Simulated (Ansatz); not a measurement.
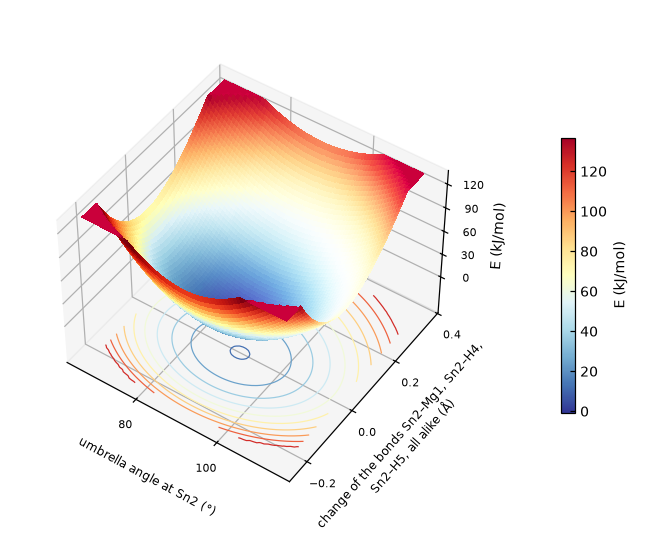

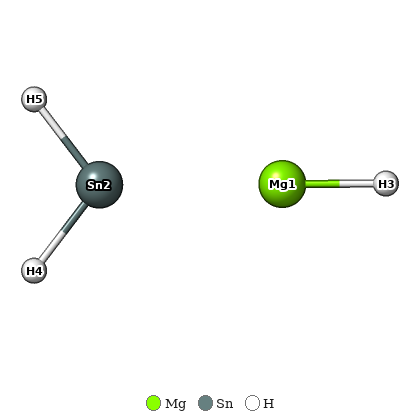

Energy landscape of H₃MgSn, charge +1. 
- The first coordinate is: umbrella angle at Sn2 (between each of its bonds and their common axis; 90 is planar); the second: change of the bonds Sn2–Mg1, Sn2–H4, Sn2–H5, all alike.
- Nothing is relaxed (all other coordinates rigid).
- Grid: 15 × 15 points; 194 points were computed and 31 follow by symmetry.
- Points are written as (first, second).
- Energies: kJ/mol, counted from the lowest grid point.
- Computed with RKS PBE0-D4/def2-TZVP (Ansatz 0.2.0).

The picture shows a relief with its contours projected below, any walls above the top of the colour scale cut off. Between grid points the surface is interpolated. The second picture is the structure at the lowest point.

### What does the map say about the system?

The lowest grid point is at (90.0°, 0.021 Å). It is the only kind of minimum in the scanned range. The highest grid point, (114.0°, −0.233 Å), lies 194 kJ/mol above the lowest. Round the minimum the two coordinates are nearly uncoupled.

The values on the grid:

```csv
"second ↓, first →",66.0,69.4,72.9,76.3,79.7,83.1,86.6,90.0,93.4,96.9,100.3,103.7,107.1,110.6,114.0
0.360,170,157,145,135,127,122,118,117,118,122,127,135,145,157,170
0.317,151,137,124,114,106,100,97,96,97,101,106,114,124,137,151
0.275,133,118,105,95,87,81,77,76,77,81,87,95,105,118,133
0.233,116,101,88,77,68,62,58,57,58,62,68,77,88,101,116
0.190,101,85,72,60,52,45,41,40,41,45,52,60,72,85,101
0.148,88,72,58,47,37,31,27,25,27,31,37,47,58,72,88
0.106,79,62,47,35,26,19,15,14,15,19,26,35,47,62,79
0.063,72,55,40,27,18,10,6,5,6,10,18,27,40,55,72
0.021,70,52,36,23,13,6,1,0,1,6,13,23,36,52,70
−0.021,72,54,37,24,14,6,2,0,2,6,14,24,37,54,72
−0.063,80,61,44,31,20,12,7,6,7,12,20,31,44,61,80
−0.106,95,76,58,44,33,25,20,18,20,25,33,44,58,76,95
−0.148,118,98,80,65,54,46,40,39,40,46,54,65,80,98,118
−0.190,150,129,111,96,84,76,70,69,70,76,84,96,111,129,150
−0.233,194,173,154,139,126,118,112,110,112,118,126,139,154,173,194
```

Each point was launched as `ansatz run input.yaml --threads 1 --pin off --max-ram 2560MiB --backend cpu --events-out ev --progress --plain --runs-dir out`. Time for the 194 points that were run: 7.4 min on 1 thread of Intel(R) Xeon(R) CPU @ 2.60GHz (Ice Lake), on a shared host.
